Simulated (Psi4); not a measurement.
# A workflow on GaSiH4O (SMILES [SiH3][O][GaH])

Aim: a structure relaxation (doublet GaSiH4O, U-wB97X-D/def2-SVPD), then the energy (singlet GaSiH4O+, wB97X-D/def2-SVPD), then a structure relaxation (singlet GaSiH4O+, wB97X-D/def2-SVPD), then a single-point energy (singlet GaSiH4O−, wB97X-D/def2-SVPD), then a structure relaxation (singlet GaSiH4O−, wB97X-D/def2-SVPD) of GaH4OSi. 

The calculation is run with Psi4 1.11.

### Step 1. The structure to begin with

GaSiH4O has 7 atoms, charge 0, and is taken as a doublet. As SMILES, `[SiH3][O][GaH]`. The shape is that of a PBE0-D4/def2-TZVP optimisation. This is one conformer, not always the lowest. The run starts from this shape.

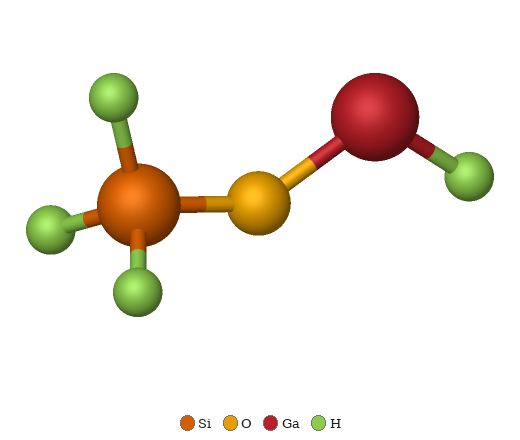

Viewed from a chosen angle; silicon orange, oxygen amber, gallium red, hydrogen green.

### Step 2. A geometry optimisation at U-wB97X-D/def2-SVPD (density fitting) (run 1)

gah4osi.in reads:

```
memory 1600 MB

molecule molecule1 {
  0 2
  Si
  O 1 1.631517
  Ga 2 1.792919 1 142.93382
  H 1 1.487595 2 109.92029 3 120.31132
  H 1 1.491088 4 108.38623 2 122.07573
  H 1 1.487528 4 108.74371 5 117.56581
  H 3 1.604607 2 113.65835 1 -179.99689
  symmetry c1
}

set reference uks

e, wfn = optimize("wb97x-d/def2-SVPD", return_wfn=True)
print_variables()
```

Started as:

```sh
$ psi4 -n 1 gah4osi.in gah4osi.out
```

gah4osi.out:

```text
[...]
  Running in c1 symmetry.
[...]
  Nuclear repulsion =  226.862409907937121
[...]
  Multiplicity = 2
[...]
  Nalpha       = 29
  Nbeta        = 28
[...]
    Number of basis functions: 117
[...]
   @DF-UKS iter   1: -2289.97534006626393   -2.42745e+00   2.13967e-02 ADIIS/DIIS
[...]
   @DF-UKS iter   8: -2291.62863897241050   -2.22826e-11   7.28111e-09 DIIS
[...]
   @S^2 Observed:                7.542488185E-01
[...]
  @DF-UKS Final Energy: -2291.62863897241050
   => Energetics <=
    Nuclear Repulsion Energy =            224.2470005545523861
    One-Electron Energy =               -3637.8067082429033690
    Two-Electron Energy =                1200.1716233970312260
    DFT Exchange-Correlation Energy =     -78.2385501582220400
    Empirical Dispersion Energy =          -0.0020045228688286
    VV10 Nonlocal Energy =                  0.0000000000000000
    Total Energy =                      -2291.6286389724104993
[...]
  -Total Gradient:
     Atom            X                  Y                   Z
    ------   -----------------  -----------------  -----------------
       1        0.000000910472     0.000075764910    -0.000109568253
       2       -0.000001468520     0.000084899970    -0.000128220928
       3        0.000000658369     0.000057357784    -0.000122717059
       4       -0.000000619685     0.000074397147    -0.000116320437
       5       -0.000000331144     0.000075992244    -0.000121444689
       6        0.000000435919     0.000074428005    -0.000116106087
       7       -0.000000049360     0.000075568422    -0.000118784880
[...]
```

On the terminal:

```text
Optimizer: Optimization complete!
```

It took 3 min on 1 thread of AMD EPYC 7R43 (Zen 3), shared host; peak memory 0.9 GiB.

Step by step:

| step | energy from the first frame kept (eV) | largest force (eV/Å) |
| --- | --- | --- |
| 0 | 0.0000 | 1.0208 |
| 1 | -0.0152 | 0.2743 |
| 2 | -0.0161 | 0.0511 |
| 3 | -0.0162 | 0.0343 |
| 4 | -0.0161 | 0.0330 |
| 5 | -0.0159 | 0.0228 |
| 6 | -0.0157 | 0.0093 |
| 7 | -0.0156 | 0.0079 |

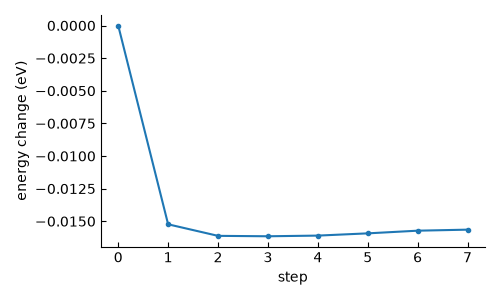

Energy along the run.

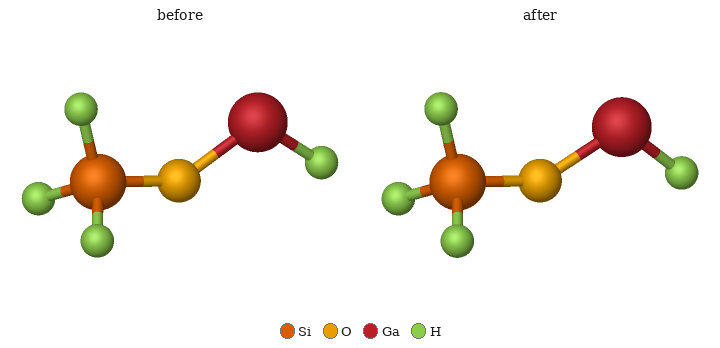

Before and after, at one scale.

After the run. Bond lengths: Si1–O2 1.661 Å, O2–Ga3 1.799 Å, Si1–H4 1.490 Å, Si1–H5 1.493 Å, Si1–H6 1.490 Å, Ga3–H7 1.605 Å. Angles: Si1–O2–Ga3 146.7°, O2–Si1–H4 109.6°, O2–Si1–H5 111.1°, O2–Si1–H6 109.6°, O2–Ga3–H7 113.1°, H4–Si1–H5 108.7°, H4–Si1–H6 109.0°, H5–Si1–H6 108.7°.

### Step 3. The singlet cation: the energy at wB97X-D/def2-SVPD (density fitting) (run 2)

gah4osi.inp reads:

```
memory 1600 mb

molecule molecule1 {
  1 1
  Si
  O 1 r2
  Ga 2 r3 1 a3
  H 1 r4 2 a4 3 d4
  H 1 r5 4 a5 2 d5
  H 1 r6 4 a6 5 d6
  H 3 r7 2 a7 1 d7

  r2 = 1.660916
  r3 = 1.798796
  a3 = 146.68438
  r4 = 1.490127
  a4 = 109.59174
  d4 = 120.30993
  r5 = 1.493229
  a5 = 108.7405
  d5 = 121.6597
  r6 = 1.490133
  a6 = 109.00156
  d6 = 118.40102
  r7 = 1.605083
  a7 = 113.07235
  d7 = 179.99052
  symmetry c1
}

set basis def2-SVPD

energy_value, wavefunction = energy('wb97x-d', return_wfn=True)
```

Started as:

```sh
$ psi4 -n 1 gah4osi.inp gah4osi.out
```

gah4osi.out:

```text
[...]
  Running in c1 symmetry.
[...]
  Nuclear repulsion =  224.247015431776475
[...]
  Multiplicity = 1
[...]
  Nalpha       = 28
  Nbeta        = 28
[...]
    Number of basis functions: 117
[...]
   @DF-RKS iter   1: -2289.83732650862021   -2.33787e+00   2.09340e-02 DIIS/ADIIS
[...]
   @DF-RKS iter  10: -2291.32386608529487   -1.13848e-07   4.01133e-07 DIIS
[...]
  @DF-RKS Final Energy: -2291.32386608529487
   => Energetics <=
    Nuclear Repulsion Energy =            224.2470154317764752
    One-Electron Energy =               -3624.0248488910297056
    Two-Electron Energy =                1186.5447684422706516
    DFT Exchange-Correlation Energy =     -78.0887965456119275
    Empirical Dispersion Energy =          -0.0020045227001374
    VV10 Nonlocal Energy =                  0.0000000000000000
    Total Energy =                      -2291.3238660852944122
[...]
 Multipole Moments:
 ------------------------------------------------------------------------------------
     Multipole            Electronic (a.u.)      Nuclear  (a.u.)        Total (a.u.)
 ------------------------------------------------------------------------------------
 L = 1.  Multiply by 2.5417464519 to convert [e a0] to [Debye]
 Dipole X            :         -0.0003334            0.0002140           -0.0001194
 Dipole Y            :         -5.8545220            4.7771764           -1.0773456
 Dipole Z            :         13.5142585          -12.0585959            1.4556626
 Magnitude           :                                                    1.8109741
[...]
```

Run time: 11 s. Hardware: 1 thread of AMD EPYC 7R43 (Zen 3), shared host; peak memory 0.81 GiB.

### Step 4. The singlet cation: a geometry optimisation at wB97X-D/def2-SVPD (density fitting) (run 3)

job.dat reads:

```
memory 1600 MB

molecule m {
  1 1
  Si
  O 1 1.660916
  Ga 2 1.798796 1 146.68438
  H 1 1.490127 2 109.59174 3 120.30993
  H 1 1.493229 4 108.7405 2 121.6597
  H 1 1.490133 4 109.00156 5 118.40102
  H 3 1.605083 2 113.07235 1 179.99052
  symmetry c1
}

set geom_maxiter 50

energy_value, wavefunction = optimize("wb97x-d/def2-SVPD", return_wfn=True)
print_variables()
```

Started as:

```sh
$ psi4 -n 1 job.dat job.out
```

job.out:

```text
[...]
  Running in c1 symmetry.
[...]
  Nuclear repulsion =  224.247015431776475
[...]
  Multiplicity = 1
[...]
  Nalpha       = 28
  Nbeta        = 28
[...]
    Number of basis functions: 117
[...]
   @DF-RKS iter   1: -2289.83732650862021   -2.33787e+00   2.09340e-02 ADIIS/DIIS
[...]
   @DF-RKS iter   8: -2291.37177506064381    2.27374e-12   1.03329e-09 DIIS
[...]
  @DF-RKS Final Energy: -2291.37177506064381
   => Energetics <=
    Nuclear Repulsion Energy =            227.4873260646918993
    One-Electron Energy =               -3630.7436409207521137
    Two-Electron Energy =                1190.0127441067338623
    DFT Exchange-Correlation Energy =     -78.1262636146107496
    Empirical Dispersion Energy =          -0.0019406967063564
    VV10 Nonlocal Energy =                  0.0000000000000000
    Total Energy =                      -2291.3717750606433583
[...]
  -Total Gradient:
     Atom            X                  Y                   Z
    ------   -----------------  -----------------  -----------------
       1        0.000025468735    -0.000064395487     0.000170113326
       2       -0.000003610716    -0.000020967384     0.000204307966
       3       -0.000012420623    -0.000033410831     0.000048393866
       4       -0.000044931616     0.000049271445     0.000135511151
       5       -0.000000977963     0.000050362484     0.000217272083
       6        0.000012839965     0.000023649822     0.000150350236
       7        0.000006684140     0.000012912667     0.000222451540
[...]
```

The script printed:

```text
Interior angle of 179.8 for bend B((0, 2, 6)) can't work in good torsion
Interior angle of   0.1 for bend B([0, 6, 2]) can't work in good torsion
Interior angle of   0.1 for bend B([0, 6, 2]) can't work in good torsion
Interior angle of   0.1 for bend B([0, 6, 2]) can't work in good torsion
Interior angle of 179.0 for bend B((2, 1, 0)) can't work in good torsion
Interior angle of 179.8 for bend B([0, 2, 6]) can't work in good torsion
Interior angle of 179.8 for bend B([0, 2, 6]) can't work in good torsion
Interior angle of 179.8 for bend B([0, 2, 6]) can't work in good torsion
Optimizer: Optimization complete!
```

Wall time 8.6 min (1 thread of AMD EPYC 7R43 (Zen 3), shared host); peak memory 0.94 GiB.

The path in brief:

| step | energy from the first frame kept (eV) | largest force (eV/Å) |
| --- | --- | --- |
| 0 | 0.0000 | 3.7535 |
| 2 | -1.1954 | 1.3607 |
| 4 | -1.2732 | 0.3744 |
| 6 | -1.2801 | 0.1344 |
| 8 | -1.2894 | 0.1883 |
| 10 | -1.2971 | 0.7376 |
| 12 | -1.0747 | 3.7696 |
| 14 | -1.2976 | 0.2362 |
| 16 | -1.3002 | 0.0479 |
| 18 | -1.3026 | 0.0821 |
| 20 | -0.9797 | 1.5728 |
| 22 | -1.2355 | 0.4077 |
| 24 | -1.2536 | 0.3411 |
| 26 | -1.2817 | 0.1334 |
| 28 | -1.3014 | 0.1483 |
| 30 | -1.3025 | 0.4379 |
| 32 | -1.3025 | 0.4375 |
| 34 | -1.3028 | 0.3896 |
| 36 | -1.3023 | 0.3935 |
| 38 | -1.3017 | 0.1807 |
| 40 | -1.3019 | 0.2881 |
| 42 | -1.3033 | 0.0617 |
| 44 | -1.3035 | 0.0247 |
| 46 | -1.3037 | 0.0115 |

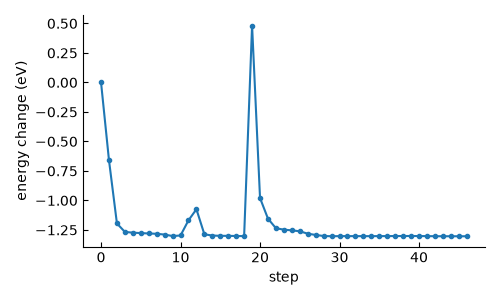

Energy along the run.

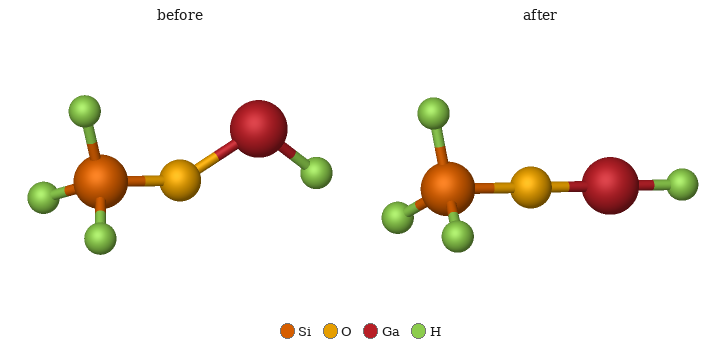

Before and after, at one scale.

After the run. Bond lengths: Si1–O2 1.735 Å, O2–Ga3 1.663 Å, Si1–H4 1.478 Å, Si1–H5 1.477 Å, Si1–H6 1.477 Å, Ga3–H7 1.506 Å. Angles: Si1–O2–Ga3 179.9°, O2–Si1–H4 105.0°, O2–Si1–H5 105.0°, O2–Si1–H6 105.0°, O2–Ga3–H7 179.9°, H4–Si1–H5 113.5°, H4–Si1–H6 113.5°, H5–Si1–H6 113.6°.

### Step 5. The singlet anion: the energy at wB97X-D/def2-SVPD (density fitting) (run 4)

job.dat reads:

```
memory 1.6 GB

molecule geom {
  -1 1
  Si
  O 1 1.660916
  Ga 2 1.798796 1 146.68438
  H 1 1.490127 2 109.59174 3 120.30993
  H 1 1.493229 4 108.7405 2 121.6597
  H 1 1.490133 4 109.00156 5 118.40102
  H 3 1.605083 2 113.07235 1 179.99052
  units angstrom
  symmetry c1
}

set reference rks

E = energy('wb97x-d/def2-SVPD')
```

Started as:

```sh
$ psi4 -n 1 job.dat job.out
```

job.out:

```text
[...]
  Running in c1 symmetry.
[...]
  Nuclear repulsion =  224.247015431776475
[...]
  Multiplicity = 1
[...]
  Nalpha       = 29
  Nbeta        = 29
[...]
    Number of basis functions: 117
[...]
   @DF-RKS iter   1: -2289.75125789423373   -2.25180e+00   2.19924e-02 DIIS/ADIIS
[...]
   @DF-RKS iter  11: -2291.67441900500353   -8.00928e-08   6.70679e-07 DIIS
[...]
  @DF-RKS Final Energy: -2291.67441900500353
   => Energetics <=
    Nuclear Repulsion Energy =            224.2470154317764752
    One-Electron Energy =               -3649.5955432876744453
    Two-Electron Energy =                1212.0138122785494943
    DFT Exchange-Correlation Energy =     -78.3376989049548200
    Empirical Dispersion Energy =          -0.0020045227001374
    VV10 Nonlocal Energy =                  0.0000000000000000
    Total Energy =                      -2291.6744190050030738
[...]
 Multipole Moments:
 ------------------------------------------------------------------------------------
     Multipole            Electronic (a.u.)      Nuclear  (a.u.)        Total (a.u.)
 ------------------------------------------------------------------------------------
 L = 1.  Multiply by 2.5417464519 to convert [e a0] to [Debye]
 Dipole X            :         -0.0001367            0.0002140            0.0000773
 Dipole Y            :         -3.9809024            4.7771764            0.7962740
 Dipole Z            :         10.9882010          -12.0585959           -1.0703949
 Magnitude           :                                                    1.3340905
[...]
```

Wall time 14 s (1 thread of AMD EPYC 7R43 (Zen 3), shared host); peak memory 0.81 GiB.

### Step 6. The singlet anion: a geometry optimisation at wB97X-D/def2-SVPD (density fitting) (run 5)

gah4osi.sdf reads:

```

     RDKit          3D

  7  6  0  0  0  0  0  0  0  0999 V2000
   -0.9204    0.6308   -0.3097 Si  0  0  0  0  0  4  0  0  0  0  0  0
    0.2898   -0.3384    0.2858 O   0  0  0  0  0  0  0  0  0  0  0  0
    1.9777   -0.9281    0.0883 Ga  0  0  0  0  0  3  0  0  0  0  0  0
   -2.1102   -0.2026   -0.6419 H   0  0  0  0  0  0  0  0  0  0  0  0
   -0.4781    1.3485   -1.5422 H   0  0  0  0  0  0  0  0  0  0  0  0
   -1.3055    1.6381    0.7187 H   0  0  0  0  0  0  0  0  0  0  0  0
    2.4188   -1.9666    1.2299 H   0  0  0  0  0  0  0  0  0  0  0  0
  2  1  1  0
  3  2  2  0
  4  1  1  0
  5  1  1  0
  6  1  1  0
  7  3  1  0
M  CHG  2   2   1   3  -2
M  END
$$$$
```

gah4osi.py reads:

```python
import psi4
from rdkit import Chem

psi4.set_memory('1600 MB')
psi4.set_num_threads(1)
psi4.core.set_output_file('gah4osi.out', False)

rd = Chem.SDMolSupplier('gah4osi.sdf', removeHs=False, sanitize=False)[0]
xyz = rd.GetConformer().GetPositions()
atoms = '\n'.join(f'{a.GetSymbol()} {x:.4f} {y:.4f} {z:.4f}' for a, (x, y, z) in zip(rd.GetAtoms(), xyz))
m = psi4.geometry('-1 1\n' + atoms + '\nsymmetry c1')

psi4.set_options({
    'basis': 'def2-SVPD',
    'geom_maxiter': 50,
})

energy_value, wavefunction = psi4.optimize("WB97X-D", molecule=m, return_wfn=True)
print('E =', round(energy_value, 9))
m.save_xyz_file('final.xyz', False)
```

Started as:

```sh
$ python gah4osi.py
```

gah4osi.out:

```text
[...]
  Running in c1 symmetry.
[...]
  Nuclear repulsion =  224.246468609001994
[...]
  Multiplicity = 1
[...]
  Nalpha       = 29
  Nbeta        = 29
[...]
    Number of basis functions: 117
[...]
   @DF-RKS iter   1: -2289.75127221555113   -2.25184e+00   2.19923e-02 ADIIS/DIIS
[...]
   @DF-RKS iter   8: -2291.69255470908911   -7.18501e-11   5.99827e-09 DIIS
[...]
  @DF-RKS Final Energy: -2291.69255470908911
   => Energetics <=
    Nuclear Repulsion Energy =            218.0918017197619747
    One-Electron Energy =               -3637.4040424043550956
    Two-Electron Energy =                1205.9351830519999567
    DFT Exchange-Correlation Energy =     -78.3134432176530169
    Empirical Dispersion Energy =          -0.0020538588429327
    VV10 Nonlocal Energy =                  0.0000000000000000
    Total Energy =                      -2291.6925547090891087
[...]
  -Total Gradient:
     Atom            X                  Y                   Z
    ------   -----------------  -----------------  -----------------
       1        0.000154361883    -0.000158050869     0.000123134293
       2        0.000117270851    -0.000126488844     0.000100516910
       3        0.000096634335    -0.000172003643     0.000175719089
       4        0.000107132870    -0.000121534145     0.000103143136
       5        0.000117812032    -0.000132821797     0.000109803882
       6        0.000106633324    -0.000123078265     0.000101751064
       7        0.000098693531    -0.000111403994     0.000092173552
[...]
```

The script printed:

```text
Some dependencies such as QCElemental have not yet finished migration to pydantic v2. If issues are encountered please downgrade pydantic or upgrade QCElemental as appropriate
	Previous geometry is closer to target in internal coordinates, so using that one.

	Best geometry has RMS(Delta(q)) = 1.22e-04

Optimizer: Optimization complete!
E = -2291.692554709
```

Wall time 2.3 min (1 thread of AMD EPYC 7R43 (Zen 3), shared host); peak memory 0.93 GiB.

The path in brief:

| step | energy from the first frame kept (eV) | largest force (eV/Å) |
| --- | --- | --- |
| 0 | 0.0000 | 3.1097 |
| 1 | -0.3997 | 1.4790 |
| 2 | -0.4735 | 0.3758 |
| 3 | -0.4817 | 0.1933 |
| 4 | -0.4850 | 0.1029 |
| 5 | -0.4874 | 0.0585 |
| 6 | -0.4905 | 0.0731 |
| 7 | -0.4929 | 0.0553 |
| 8 | -0.4933 | 0.0294 |
| 9 | -0.4934 | 0.0136 |

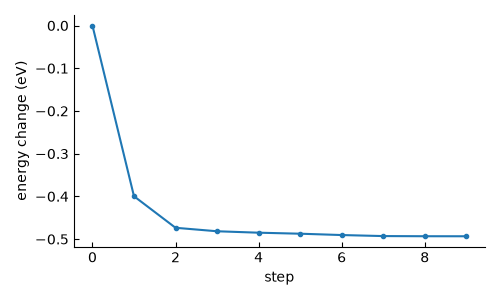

Energy along the run.

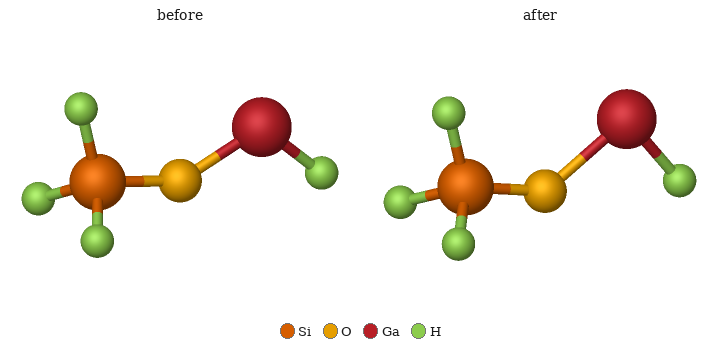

Before and after, at one scale.

After the run. Bond lengths: Si1–O2 1.620 Å, O2–Ga3 1.973 Å, Si1–H4 1.509 Å, Si1–H5 1.507 Å, Si1–H6 1.509 Å, Ga3–H7 1.713 Å. Angles: Si1–O2–Ga3 133.7°, O2–Si1–H4 112.9°, O2–Si1–H5 114.9°, O2–Si1–H6 112.9°, O2–Ga3–H7 93.7°, H4–Si1–H5 105.3°, H4–Si1–H6 104.6°, H5–Si1–H6 105.3°.

### Step 7. Summary of results

| quantity | value |
| --- | --- |
| run 1, U-wB97X-D/def2-SVPD: total energy at the end | -2291.62864 Eh |
| run 1, U-wB97X-D/def2-SVPD: dipole moment | 1.24 D |
| run 1, U-wB97X-D/def2-SVPD: HOMO energy (highest over α and β) | -7.76 eV |
| run 1, U-wB97X-D/def2-SVPD: LUMO energy (lowest over α and β) | -1.62 eV |
| run 1, U-wB97X-D/def2-SVPD: dispersion energy | -5.26 kJ/mol |
| run 1, U-wB97X-D/def2-SVPD: ⟨S²⟩ | 0.754 |
| singlet cation, run 2: total energy | -2291.32387 Eh |
| singlet cation, run 2: HOMO energy | -15.07 eV |
| singlet cation, run 2: LUMO energy | -8.82 eV |
| singlet cation, run 2: HOMO–LUMO gap | 6.25 eV |
| singlet cation, run 2: dispersion energy | -5.26 kJ/mol |
| singlet cation, run 3: total energy at the end | -2291.37178 Eh |
| singlet cation, run 3: HOMO energy | -15.54 eV |
| singlet cation, run 3: LUMO energy | -5.48 eV |
| singlet cation, run 3: HOMO–LUMO gap | 10.06 eV |
| singlet cation, run 3: dispersion energy | -5.10 kJ/mol |
| singlet anion, run 4: total energy | -2291.67442 Eh |
| singlet anion, run 4: HOMO energy | -0.99 eV |
| singlet anion, run 4: LUMO energy | 5.17 eV |
| singlet anion, run 4: HOMO–LUMO gap (to an unbound level, set by the basis) | 6.16 eV |
| singlet anion, run 4: dispersion energy | -5.26 kJ/mol |
| singlet anion, run 5: total energy at the end | -2291.69255 Eh |
| singlet anion, run 5: HOMO energy | -1.84 eV |
| singlet anion, run 5: LUMO energy | 5.12 eV |
| singlet anion, run 5: HOMO–LUMO gap (to an unbound level, set by the basis) | 6.97 eV |
| singlet anion, run 5: dispersion energy | -5.39 kJ/mol |
| adiabatic electron affinity (to the singlet anion, no zero-point term) | 1.739 eV |
| adiabatic ionisation energy (to the singlet cation, no zero-point term) | 6.990 eV |

In words: The adiabatic electron affinity (to the singlet anion, no zero-point term) is 1.74 eV (40 kcal/mol). The adiabatic ionisation energy (to the singlet cation, no zero-point term) is 6.99 eV (674 kJ/mol). The optimisation (run 1, U-wB97X-D/def2-SVPD) took 8 steps and changed the energy by -0.016 eV. The optimisation (singlet cation, run 3) took 47 steps and changed the energy by -1.304 eV. The optimisation (singlet anion, run 5) took 10 steps and changed the energy by -0.493 eV.
